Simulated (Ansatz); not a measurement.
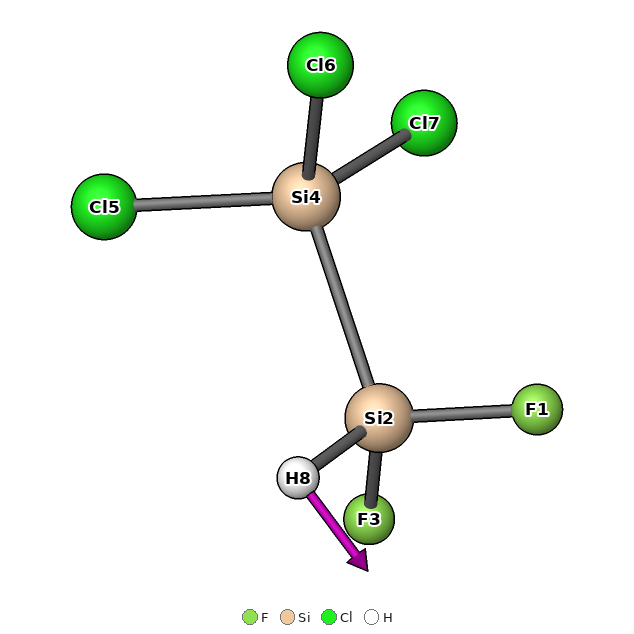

The arrows show one normal mode. Harmonic vibrations computed with RKS PBE0-D4/def2-TZVP (Ansatz 0.2.0) at a stationary point of the same level.

Q: Describe the motion.

A: Mostly H–Si–Si bending.

Q: At what wavenumber does it lie?

A: 816 cm⁻¹; it is mode 15 of 18 counted from the lowest.
